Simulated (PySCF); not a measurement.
Ge(Me)2(OH)(NH2), C₂H₉GeNO, SMILES [CH3][Ge]([CH3])([NH2])[OH], singlet, PBE0/def2-SVP optimised geometry. Atoms within 1.6 Å of the plane z = 0.6 Å (x, y, z in Å): C1 (-0.75, 1.19, 0.00), Ge2 (-0.18, -0.68, 0.00), N4 (1.66, -0.68, 0.00), O5 (-0.68, -1.50, 1.50), H6 (-0.22, 1.75, 0.78), H7 (-0.55, 1.66, -0.97), H8 (-1.83, 1.25, 0.20), H12 (2.11, -1.53, -0.31), H13 (2.10, 0.12, -0.45).

Calculation: PBE0/def2-TZVP run with PySCF 2.14.0.

Map of the log10 of the electron density (e/bohr³), floored at −4 on the plane z = 0.6 Å:

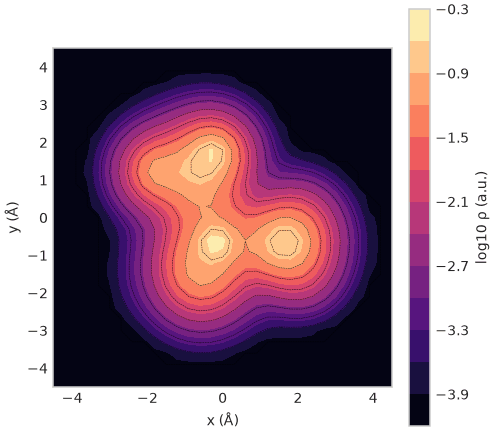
Figure. Log10 of the electron density (e/bohr³), floored at −4 on the plane z = 0.6 Å.
